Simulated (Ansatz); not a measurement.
# A hypothetical structure for LiTlF4

This structure for LiTlF4 is made up. Its elements were placed in a known structure type with a cell scaled to their sizes. What cell does the guess relax to, and how far off was it?

Calculated with Ansatz 0.2.0; DFT, PBE, plane-wave PAW, files of the set soft_1, scalar-relativistic, no spin, cell and ions relaxed at zero pressure; PAW set soft_1.

### Step 1. The starting structure

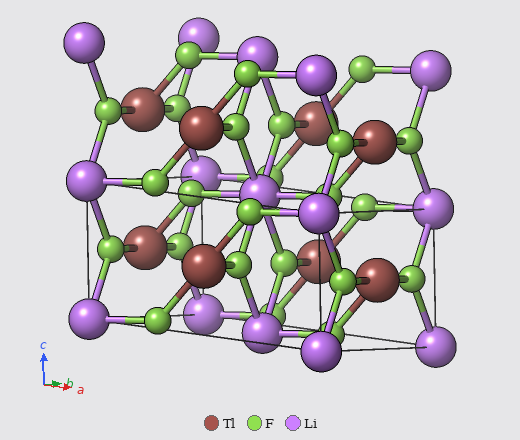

Start, viewed slightly off an axis; thallium brown, fluorine green, lithium purple. 1×1×2 cells are drawn. This picture shows the conventional cell, with its axes. Some periodic images of atoms are drawn too.

### Step 2. Relaxation of the guess

The guessed cell has no reason to be at equilibrium. It is relaxed with the atoms, within the space group of the guess.

The input, input.yaml:

```yaml
crystal:
  lattice:
    - [3.5035, -3.2785, 0.0]
    - [3.5035, 3.2785, 0.0]
    - [-0.492095735, 0.0, 3.634840545]
  atoms:
    - { symbol: Tl, position: [0.5, 0.5, 0.5] }
    - { symbol: F, position: [0.2958, 0.2958, 0.0576] }
    - { symbol: F, position: [0.2002, 0.7998, 0.5] }
    - { symbol: F, position: [0.7998, 0.2002, 0.5] }
    - { symbol: F, position: [0.7042, 0.7042, 0.9424] }
    - { symbol: Li, position: [0.0, 0.0, 0.0] }
kpoints:
  mp_grid: { grid: [6, 6, 7] }
scf:
  occupations: { method: fermi_dirac, width: 0.05 }
hamiltonian:
  xc: pbe
  pseudopotentials: { kind: paw, azcp: { folder: soft_1 } }
relax:
  f_tol: 0.015
  max_steps: 70
  cell: {}
output:
  forces: true
  stress: true
```

Command:

```
$ ansatz run input.yaml --threads 4 --pin off --max-ram 10240MiB --backend cpu --events-out ev --progress --plain --runs-dir out
```

Numbers of over 12 decimals in the logs are rounded to 6 here.

Log:

```text
Engine: ansatz 0.2.0, aarch64-unknown-linux-gnu
Pseudopotentials: kind: paw
Pseudopotential: Tl, paw, valence charge 13, recommended cutoff 420 eV (normal), soft_1/Tl.paw.azcp
Pseudopotential: F, paw, valence charge 7, recommended cutoff 420 eV (normal), soft_1/F.paw.azcp
Pseudopotential: Li, paw, valence charge 3, recommended cutoff 420 eV (normal), soft_1/Li.paw.azcp
Functional definition: PBE
  parameter kappa = 0.804
  parameter beta = 0.066725
  exchange = pbe_x(kappa = kappa, mu = beta*pi^2/3)
  correlation = pbe_c(beta = beta)
Crystal: 6 atoms, lattice volume = 83.501 Å³
Basis set: ecut = 420 eV, 1621 PW (Γ), exchange–correlation on 72×72×50 points (8 copies of the dense FFT grid, shifted against one another)
Bands: 28, of which v1, the nominal top of the filled ones, is band 22 counted from 1 (21 counted from 0)
Symmetry: 4 space group operations
Space group: C2/m (ITA 12), of the structure as read, at distance tolerance 4.4e-5 Å
k-points: 76 of 252
Non-local potential: Tl, projectors of the file, l = 0: 2, l = 1: 2, l = 2: 2, l = 3: 1
Non-local potential: F, projectors of the file, l = 0: 2, l = 1: 2, l = 2: 1
Non-local potential: Li, projectors of the file, l = 0: 3, l = 1: 2, l = 2: 1
PAW form: soft (Blöchl's): semilocal exchange-correlation on the pseudo side does not see the compensation charge
PAW one-centre angular grid: Tl, 590 points (default); XC on 64 Gauss nodes
PAW one-centre angular grid: F, 110 points (default); XC on 64 Gauss nodes
PAW one-centre angular grid: Li, 110 points (default); XC on 96 Gauss nodes
Initial density: superposition of atomic densities (chi_scale 0.1, normalization cell, long waves kept (reshape's long-wave potential 0.19 eV rms))
Initial wavefunctions: pseudopotential atomic-orbital guess
Functional: x = pbe(κ = 0.804, μ = 0.219515), c = pbe(β = 0.066725)
SCF iter   1: F=—  HF=-14888.329485 eV  |F-HF|=—  |Δ(HF+E_count)|=         —  Δρ=1.01e-1  dr2=8.16e0  ethr=3.10e-3  ⟨swp⟩=5.9  Hψ=10381  notcnv=0  defer=24
preconditioner: auto → Resta (q_TF=auto, 2.452 Å⁻¹)  ε∞=3.3  [insulator: Δε(μ)=2.322 eV  Ē_g=17.349 eV  σ=0.050 eV  W_gap=1.00  n_scr=20 (ndim 8)  ℏωp=26.3 eV  f_vac=0.011  D(μ)=0.00/eV (n_scr^D=0)  ε∞_Penn≈3.3]
SCF iter   2: F=—  HF=-14885.768342 eV  |F-HF|=—  |Δ(HF+E_count)|=    2.56e0  Δρ=3.71e-2  dr2=1.04e0  ethr=3.10e-3  ⟨swp⟩=3.0  Hψ=4982  notcnv=0  defer=129
SCF iter   3: F=—  HF=-14885.417619 eV  |F-HF|=—  |Δ(HF+E_count)|=   3.51e-1  Δρ=1.35e-2  dr2=1.80e-1  ethr=2.35e-3  ⟨swp⟩=2.1  Hψ=4190  notcnv=0  defer=130
SCF iter   4: F=—  HF=-14885.360893 eV  |F-HF|=—  |Δ(HF+E_count)|=   5.67e-2  Δρ=4.72e-3  dr2=1.86e-2  ethr=4.10e-4  ⟨swp⟩=2.1  Hψ=3615  notcnv=0  defer=130
SCF iter   5: F=—  HF=-14885.365702 eV  |F-HF|=—  |Δ(HF+E_count)|=   4.81e-3  Δρ=4.78e-3  dr2=1.31e-2  ethr=4.23e-5  ⟨swp⟩=2.0  Hψ=3977  notcnv=0  defer=129
SCF iter   6: F=—  HF=-14885.364002 eV  |F-HF|=—  |Δ(HF+E_count)|=   1.70e-3  Δρ=7.21e-4  dr2=4.79e-4  ethr=2.99e-5  ⟨swp⟩=2.4  Hψ=3880  notcnv=0  defer=128
SCF iter   7: F=—  HF=-14885.364510 eV  |F-HF|=—  |Δ(HF+E_count)|=   5.08e-4  Δρ=1.34e-4  dr2=1.62e-5  ethr=1.09e-6  ⟨swp⟩=2.0  Hψ=3256  notcnv=0  defer=128
SCF iter   8: F=—  HF=-14885.364505 eV  |F-HF|=—  |Δ(HF+E_count)|=   4.91e-6  Δρ=2.76e-5  dr2=6.10e-7  ethr=3.69e-8  ⟨swp⟩=2.6  Hψ=3844  notcnv=0  defer=128
SCF iter   9: F=-14885.364506 eV  HF=-14885.364506 eV  |F-HF|=2.69e-8  |Δ(HF+E_count)|=   1.05e-6  Δρ=4.25e-6  dr2=1.77e-8  ethr=2.27e-10  ⟨swp⟩=4.0  Hψ=7198  notcnv=0
SCF 1 converged in 9 iterations: F = -14885.364506 eV  dr2 = 1.77e-8
  greatest PAW one-centre occupation: 1.000 electrons in one spin orbital (limit 2), on the Li atom at site 5 (counted from 0), in its partial waves of l = 0
relax step   1: F+E_penalty+E_count = -14885.36450642 eV  Δ(F+E_penalty+E_count) = +0.000e0 eV  max|allowed force component| = 2.704e0 eV/Å  Δτ_max = 0.0000 Å  P = +11.477 GPa  Ω = 83.501 Å³  (9 SCF iters, dr2 threshold 1.00e-7 eV, accepted)
Crystal: 6 atoms, lattice volume = 84.156 Å³
Basis set: ecut = 420 eV, 1639 PW (Γ), exchange–correlation on 72×72×50 points (8 copies of the dense FFT grid, shifted against one another)
Initial density: handed on by an earlier stage of this run
Initial wavefunctions: those handed on with the density
iter 1 solved again at ethr=1.64e-4 eV; its pass at ethr=3.10e-3 eV (dr2=7.22e-2 eV) is discarded
SCF iter   1: F=—  HF=-14886.223465 eV  |F-HF|=—  |Δ(HF+E_count)|=         —  Δρ=1.80e-2  dr2=7.14e-2  ethr=1.64e-4  ⟨swp⟩=1.8  Hψ=12458  notcnv=0
preconditioner: auto → Resta (q_TF=auto, 2.449 Å⁻¹)  ε∞=3.4  [insulator: Δε(μ)=2.563 eV  Ē_g=16.775 eV  σ=0.050 eV  W_gap=1.00  n_scr=20 (ndim 8)  ℏωp=26.2 eV  f_vac=0.146  D(μ)=0.00/eV (n_scr^D=0)  ε∞_Penn≈3.4]
SCF iter   2: F=—  HF=-14886.211962 eV  |F-HF|=—  |Δ(HF+E_count)|=   1.15e-2  Δρ=7.68e-3  dr2=8.11e-3  ethr=1.62e-4  ⟨swp⟩=2.0  Hψ=3425  notcnv=0
SCF iter   3: F=—  HF=-14886.212923 eV  |F-HF|=—  |Δ(HF+E_count)|=   9.60e-4  Δρ=3.64e-3  dr2=2.00e-3  ethr=1.84e-5  ⟨swp⟩=2.0  Hψ=3600  notcnv=0
SCF iter   4: F=—  HF=-14886.213544 eV  |F-HF|=—  |Δ(HF+E_count)|=   6.21e-4  Δρ=2.88e-4  dr2=6.80e-5  ethr=4.56e-6  ⟨swp⟩=2.0  Hψ=3963  notcnv=0
SCF iter   5: F=—  HF=-14886.213579 eV  |F-HF|=—  |Δ(HF+E_count)|=   3.55e-5  Δρ=1.18e-4  dr2=1.10e-5  ethr=1.55e-7  ⟨swp⟩=2.9  Hψ=3806  notcnv=0
SCF iter   6: F=—  HF=-14886.213587 eV  |F-HF|=—  |Δ(HF+E_count)|=   8.00e-6  Δρ=1.65e-4  dr2=1.51e-5  ethr=2.50e-8  ⟨swp⟩=2.0  Hψ=3664  notcnv=0
SCF iter   7: F=-14886.213585 eV  HF=-14886.213585 eV  |F-HF|=2.43e-7  |Δ(HF+E_count)|=   2.63e-6  Δρ=1.96e-5  dr2=2.39e-7  ethr=1.36e-9  ⟨swp⟩=3.0  Hψ=8543  notcnv=0
SCF 2 converged in 7 iterations: F = -14886.213585 eV  dr2 = 2.39e-7
relax step   2: F+E_penalty+E_count = -14886.21358489 eV  Δ(F+E_penalty+E_count) = -8.491e-1 eV  max|allowed force component| = 7.248e-1 eV/Å  Δτ_max = 0.1104 Å  P = +1.215 GPa  Ω = 84.156 Å³  energy of the carried Pulay correction = -1.309e-3 eV  (7 SCF iters, dr2 threshold 6.00e-7 eV, accepted)
Crystal: 6 atoms, lattice volume = 81.788 Å³
Basis set: ecut = 420 eV, 1569 PW (Γ), exchange–correlation on 72×72×50 points (8 copies of the dense FFT grid, shifted against one another)
iter 1 solved again at ethr=4.90e-5 eV; its pass at ethr=3.10e-3 eV (dr2=2.15e-2 eV) is discarded
SCF iter   1: F=—  HF=-14886.341913 eV  |F-HF|=—  |Δ(HF+E_count)|=         —  Δρ=1.11e-2  dr2=2.16e-2  ethr=4.90e-5  ⟨swp⟩=2.2  Hψ=11083  notcnv=0
preconditioner: auto → Resta (q_TF=auto, 2.460 Å⁻¹)  ε∞=3.4  [insulator: Δε(μ)=2.569 eV  Ē_g=17.005 eV  σ=0.050 eV  W_gap=1.00  n_scr=18 (ndim 8)  ℏωp=26.6 eV  f_vac=0.127  D(μ)=0.00/eV (n_scr^D=0)  ε∞_Penn≈3.4]
SCF iter   2: F=—  HF=-14886.339465 eV  |F-HF|=—  |Δ(HF+E_count)|=   2.45e-3  Δρ=5.43e-3  dr2=4.63e-3  ethr=4.90e-5  ⟨swp⟩=2.6  Hψ=3713  notcnv=0
SCF iter   3: F=—  HF=-14886.339574 eV  |F-HF|=—  |Δ(HF+E_count)|=   1.08e-4  Δρ=1.68e-3  dr2=1.14e-3  ethr=1.05e-5  ⟨swp⟩=2.0  Hψ=3493  notcnv=0
SCF iter   4: F=—  HF=-14886.339402 eV  |F-HF|=—  |Δ(HF+E_count)|=   1.71e-4  Δρ=3.59e-4  dr2=8.19e-5  ethr=2.60e-6  ⟨swp⟩=2.1  Hψ=2974  notcnv=0
SCF iter   5: F=—  HF=-14886.339426 eV  |F-HF|=—  |Δ(HF+E_count)|=   2.41e-5  Δρ=2.78e-4  dr2=4.88e-5  ethr=1.86e-7  ⟨swp⟩=2.0  Hψ=3572  notcnv=0
SCF iter   6: F=—  HF=-14886.339421 eV  |F-HF|=—  |Δ(HF+E_count)|=   5.20e-6  Δρ=5.14e-5  dr2=1.41e-6  ethr=1.11e-7  ⟨swp⟩=2.1  Hψ=2815  notcnv=0
SCF iter   7: F=-14886.339422 eV  HF=-14886.339422 eV  |F-HF|=5.84e-8  |Δ(HF+E_count)|=   1.19e-6  Δρ=9.61e-6  dr2=6.58e-8  ethr=1.36e-9  ⟨swp⟩=4.0  Hψ=7442  notcnv=0
SCF 3 converged in 7 iterations: F = -14886.339422 eV  dr2 = 6.58e-8
relax step   3: F+E_penalty+E_count = -14886.33942241 eV  Δ(F+E_penalty+E_count) = -1.258e-1 eV  max|allowed force component| = 3.026e-1 eV/Å  Δτ_max = 0.0757 Å  P = +1.195 GPa  Ω = 81.788 Å³  energy of the carried Pulay correction = +3.474e-3 eV  (7 SCF iters, dr2 threshold 6.00e-7 eV, accepted)
[... from here on, the SCF cycles and remarks between the steps are left out ...]
relax step   4: F+E_penalty+E_count = -14886.35944732 eV  Δ(F+E_penalty+E_count) = -2.002e-2 eV  max|allowed force component| = 5.341e-2 eV/Å  Δτ_max = 0.0319 Å  P = +0.104 GPa  Ω = 81.945 Å³  energy of the carried Pulay correction = +3.153e-3 eV  (6 SCF iters, dr2 threshold 6.00e-7 eV, accepted)
relax step   5: F+E_penalty+E_count = -14886.36082241 eV  Δ(F+E_penalty+E_count) = -1.375e-3 eV  max|allowed force component| = 2.643e-2 eV/Å  Δτ_max = 0.0076 Å  P = +0.063 GPa  Ω = 82.094 Å³  energy of the carried Pulay correction = +2.848e-3 eV  (5 SCF iters, dr2 threshold 5.01e-7 eV, accepted)
relax step   6: F+E_penalty+E_count = -14886.36132156 eV  Δ(F+E_penalty+E_count) = -4.991e-4 eV  max|allowed force component| = 5.541e-3 eV/Å  Δτ_max = 0.0059 Å  P = -0.011 GPa  Ω = 82.152 Å³  energy of the carried Pulay correction = +2.731e-3 eV  (6 SCF iters, dr2 threshold 8.93e-8 eV, accepted)
relax step   7: F+E_penalty+E_count = -14886.36153930 eV  Δ(F+E_penalty+E_count) = -2.177e-4 eV  max|allowed force component| = 2.396e-3 eV/Å  Δτ_max = 0.0013 Å  P = +0.013 GPa  Ω = 82.092 Å³  energy of the carried Pulay correction = +2.852e-3 eV  (6 SCF iters, dr2 threshold 2.41e-8 eV, accepted)
relax step   8: F+E_penalty+E_count = -14886.37141003 eV  Δ(F+E_penalty+E_count) = -9.871e-3 eV  max|allowed force component| = 4.491e-3 eV/Å  Δτ_max = 0.0000 Å  P = +0.219 GPa  Ω = 82.092 Å³  stress off target by 4.71e-1 GPa  SCF on the basis re-selected at this cell (its energy is not comparable with the rows above)  (7 SCF iters)
relax step   9: F+E_penalty+E_count = -14886.37180959 eV  Δ(F+E_penalty+E_count) = -3.996e-4 eV  max|allowed force component| = 1.063e-3 eV/Å  Δτ_max = 0.0054 Å  P = +0.030 GPa  Ω = 82.369 Å³  energy of the carried Pulay correction = -5.778e-4 eV  (5 SCF iters, dr2 threshold 5.54e-7 eV, accepted)
relax step  10: F+E_penalty+E_count = -14886.37172272 eV  Δ(F+E_penalty+E_count) = +8.686e-5 eV  max|allowed force component| = 3.290e-4 eV/Å  Δτ_max = 0.0008 Å  P = -0.001 GPa  Ω = 82.416 Å³  energy of the carried Pulay correction = -6.754e-4 eV  (6 SCF iters, dr2 threshold 6.68e-9 eV, accepted)
iter 1 solved again at ethr=1.30e-7 eV; its pass at ethr=3.10e-3 eV (dr2=5.73e-5 eV) is discarded
SCF iter   1: F=—  HF=-14886.372375 eV  |F-HF|=—  |Δ(HF+E_count)|=         —  Δρ=6.29e-5  dr2=3.07e-7  ethr=1.30e-7  ⟨swp⟩=2.6  Hψ=14513  notcnv=0
preconditioner: auto → Resta (q_TF=auto, 2.457 Å⁻¹)  ε∞=3.5  [insulator: Δε(μ)=2.540 eV  Ē_g=16.902 eV  σ=0.050 eV  W_gap=1.00  n_scr=18 (ndim 8)  ℏωp=26.5 eV  f_vac=0.131  D(μ)=0.00/eV (n_scr^D=0)  ε∞_Penn≈3.5]
SCF iter   2: F=—  HF=-14886.372529 eV  |F-HF|=—  |Δ(HF+E_count)|=   1.55e-4  Δρ=3.03e-5  dr2=8.36e-8  ethr=6.97e-10  ⟨swp⟩=2.0  Hψ=3800  notcnv=0
SCF iter   3: F=—  HF=-14886.372538 eV  |F-HF|=—  |Δ(HF+E_count)|=   8.62e-6  Δρ=9.93e-6  dr2=1.07e-8  ethr=1.90e-10  ⟨swp⟩=2.1  Hψ=2979  notcnv=0
SCF iter   4: F=—  HF=-14886.372539 eV  |F-HF|=—  |Δ(HF+E_count)|=   7.23e-7  Δρ=9.20e-7  dr2=3.65e-10  ethr=2.43e-11  ⟨swp⟩=2.0  Hψ=3572  notcnv=0
SCF iter   5: F=—  HF=-14886.372539 eV  |F-HF|=—  |Δ(HF+E_count)|=  2.18e-11  Δρ=3.92e-7  dr2=8.56e-11  ethr=1.00e-12  ⟨swp⟩=4.0  Hψ=7323  notcnv=0
SCF iter   6: F=-14886.372539 eV  HF=-14886.372539 eV  |F-HF|=2.18e-11  |Δ(HF+E_count)|=  1.31e-10  Δρ=1.18e-7  dr2=8.89e-12  ethr=1.00e-12  ⟨swp⟩=4.0  Hψ=6381  notcnv=0
SCF 11 converged in 6 iterations: F = -14886.372539 eV  dr2 = 8.89e-12
relax step  11: F+E_penalty+E_count = -14886.37253884 eV  Δ(F+E_penalty+E_count) = -8.161e-4 eV  max|allowed force component| = 4.456e-4 eV/Å  Δτ_max = 0.0000 Å  P = +0.020 GPa  Ω = 82.416 Å³  stress off target by 3.74e-2 GPa  SCF on the basis re-selected at this cell (its energy is not comparable with the rows above)  (6 SCF iters)
basis re-selected at this cell: Δ(F+E_penalty+E_count) = -8.161e-4 eV, ΔP = +0.021 GPa vs the last step (what re-selecting the basis moved, of the pressure what is left beyond the Pulay correction that the steps carried, after the strain that the cell walked since its last selection, with what the two solves' SCF thresholds leave and, on support functions, any second-order correction that the steps lacked; it is no m [...]
SCF converged after 6 iterations
Free energy (F): -14886.372539 eV
Harris-Foulkes:  -14886.372539 eV  (|F-HF|=2.18e-11)
Internal energy: -14886.372539 eV  (E = F + TS)
E sigma→0 (E₀):  -14886.372539 eV
Fermi energy:    3.001938 eV
--- Per-component energies (eV) ---
  E_band       = -289.951189
  E_kinetic    = 1073.919569
  E_local      = -3553.174564  (includes V_loc(G=0)·N_el)
  E_nonlocal   = 647.980677
  E_hartree    = 1313.008457
  E_xc         = -494.693865
  E_vxc        = -520.276192  (∫ρ·V_xc dr)
  E_paw        = -11040.761385  (= ΣΔE_a)
  E_vpaw       = -564.420669  (= ΣTr[D̂ρ^β])
  E_aug_tail   = 0.003006  (compensation charges beyond the density's cutoff)
  E_ewald      = -2832.654433
  E_smearing   = -0.000000  (= −TS)
  E_closure    = -0.000000  (closes the sum)
  Σ components = -14886.372539   (vs F -14886.372539, Δ=0.00e0)
--- Forces (eV/Å), atoms counted from 1 ---
  atom   1  Tl     0.00000000     0.00000000     0.00000000
  atom   2  F     -0.00003846    -0.00000000     0.00014981
  atom   3  F     -0.00000000     0.00044557    -0.00000000
  atom   4  F      0.00000000    -0.00044557     0.00000000
  atom   5  F      0.00003846     0.00000000    -0.00014981
  atom   6  Li     0.00000000     0.00000000     0.00000000
  max |Σ_I F_I| component: 2.71e-20 eV/Å
--- Stress (GPa, compression-positive) ---
        0.010561       0.000000       0.025422
        0.000000       0.036480      -0.000000
        0.025421      -0.000000       0.013250
  P = ⅓ Tr σ = 0.0201 GPa (0.201 kbar)
--- Relaxed structure (9 steps of the walk, 9 accepted, 2 SCFs on fresh bases) ---
  F+E_penalty+E_count = -14886.37253884 eV   max|allowed force component| = 4.456e-4 eV/Å   (the final SCF, on the basis selected at the relaxed cell)
  cell:  # Å, volume = 82.4161 Å³
    - [3.393482, -3.424468, 0.227973]
    - [3.393482, 3.424468, 0.227973]
    - [-0.240124, 3.4949544740084064e-17, 3.529908]
  atoms:
    - { symbol: Tl, position: [0.5, 0.5, 0.5] }
    - { symbol: F, position: [0.290589, 0.290589, -0.000188389] }
    - { symbol: F, position: [0.192365, 0.807635, 0.5] }
    - { symbol: F, position: [0.807635, 0.192365, 0.5] }
    - { symbol: F, position: [0.709411, 0.709411, 1.000188] }
    - { symbol: Li, position: [0, 0, 0] }
```

Run time: 24 s. Hardware: 4 threads of Arm Neoverse V2, shared host; peak memory 0.47 GiB.

Step by step:

```csv
step,energy less that of the first step (eV),largest force component (eV/Å),pressure (GPa),volume (Å³)
1,0.0000,2.7043,11.48,83.50
2,-0.8491,0.7248,1.22,84.16
3,-0.9749,0.3026,1.20,81.79
4,-0.9949,0.0534,0.10,81.94
5,-0.9963,0.0264,0.06,82.09
6,-0.9968,0.0055,-0.01,82.15
7,-0.9970,0.0024,0.01,82.09
8*,-1.0069,0.0045,0.22,82.09
9,-1.0073,0.0011,0.03,82.37
10,-1.0072,0.0003,0.00,82.42
11*,-1.0080,0.0004,0.02,82.42
```

Relaxation steps marked * repeat the geometry before them on a plane-wave basis chosen anew for their cell, so energy and pressure can jump there.

Forces are held to the 4 operations that the run works with; a distortion that breaks them can't arise in this run.

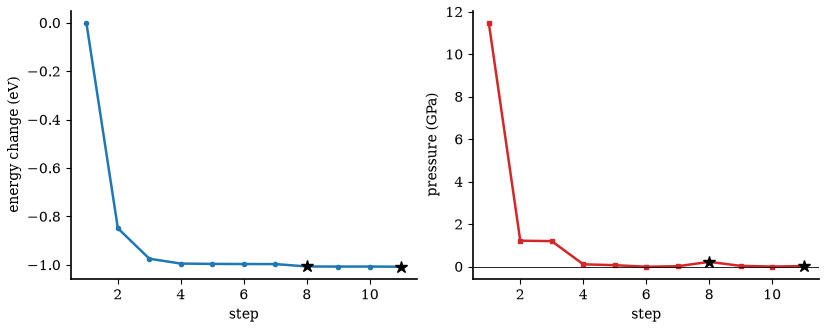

Energy and pressure along the relaxation. Stars mark steps on a basis chosen anew.

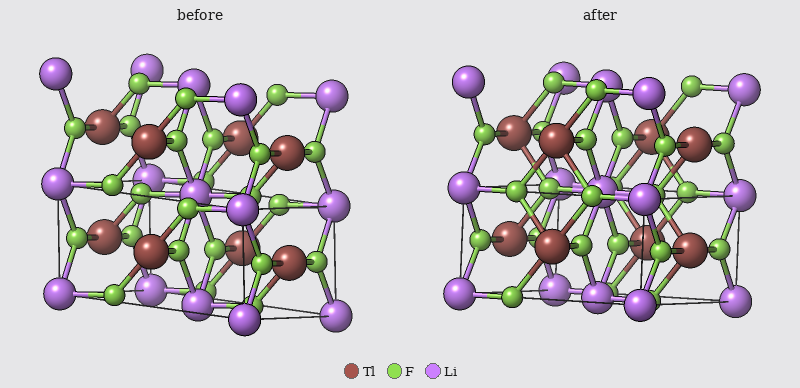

Before and after, at one scale.

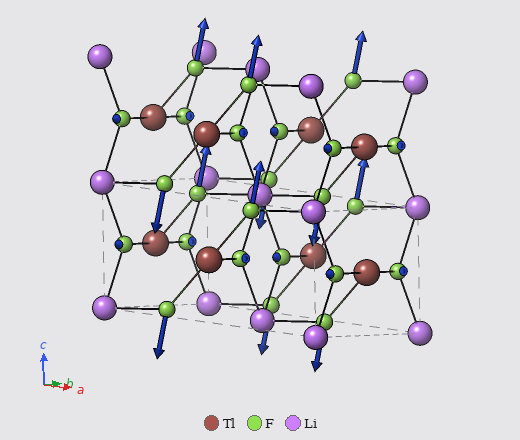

Displacements in the relaxation, exaggerated, measured against the changing cell; the longest in the cell stands for 0.21 Å. 1×1×2 conventional cells are drawn. Some periodic images of atoms are drawn too.

```csv
cell as run,before,after,change
a (Å),4.798,4.826,+0.6 %
b (Å),4.798,4.826,+0.6 %
c (Å),3.668,3.538,-3.5 %
α (°),95.62,90.03,-5.8 %
β (°),95.62,90.03,-5.8 %
γ (°),86.20,90.39,+4.9 %
volume (Å³/atom),13.92,13.74,-1.3 %
```

The atoms that moved most (Å, as changes of fractional coordinates times the final cell):

```csv
atom,dx,dy,dz,length
F5,0.021,0.000,0.206,0.207
F2,-0.021,0.000,-0.206,0.207
F4,0.000,-0.054,0.000,0.054
F3,0.000,0.054,0.000,0.054
```

Final coordinates:

```cif
data_structure
_symmetry_space_group_name_H-M 'P 1'
_symmetry_Int_Tables_number 1
_cell_length_a 4.8265
_cell_length_b 4.8265
_cell_length_c 3.5381
_cell_angle_alpha 90.034
_cell_angle_beta 90.034
_cell_angle_gamma 90.392
_cell_volume 82.42
loop_
_atom_site_label
_atom_site_type_symbol
_atom_site_fract_x
_atom_site_fract_y
_atom_site_fract_z
_atom_site_occupancy
Tl1 Tl 0.50000 0.50000 0.50000 1
F2 F 0.29059 0.29059 0.99981 1
F3 F 0.19237 0.80763 0.50000 1
F4 F 0.80763 0.19237 0.50000 1
F5 F 0.70941 0.70941 0.00019 1
Li6 Li 0.00000 0.00000 0.00000 1
```

Numbers from this step:

* free energy: -14886.3725 eV
* Fermi energy: 3.002 eV
* gap by band count: 2.540 eV
* electrons: 44
* symmetry operations: 4
* pressure: 0.02010 GPa

The shortest distance of each pair, which need not be the same contact before and after:

```csv
pair,guess (Å),relaxed (Å)
F–Li,2.055,1.977
F–Tl,1.966,2.107
F–F,2.625,2.635
Tl–Tl,3.668,3.538
Li–Li,3.668,3.538
```

The relaxation ends with a largest force component of 4.5e-4 eV/Å and a pressure of 0.02 GPa.

### Step 3. Results

```yaml
space_group_relaxed: Cmmm
conventional_cell: a = 6.802, b = 6.849, c = 3.538 Å; α = 90.0°, β = 90.0°, γ = 90.0°
volume_per_atom: 13.74 Å³ (guess 13.92)
```

What this shows: LiTlF4 relaxes to Cmmm with a = 6.802, b = 6.849 and c = 3.538 Å. The guessed volume was near the relaxed one. The symmetry rose from C2/m to Cmmm, so the distortion of the structure type doesn't survive with these elements. Mesh and cutoff weren't tested. Spin-orbit coupling is left out, which can matter for elements this heavy. No dispersion term is used, so weakly bound directions may come out too long. Nothing here tests whether the compound is stable against decomposition.

[Logs are printed without paths, hosts, clocks, repeated set-up lines and the standing remarks that a program may print on its own settings, such as how far it seeks lower states.]

[Hosts, paths, dates, database ids (printed as entryN), source tags and the programs' standing remarks are cut or masked in the printed files.]
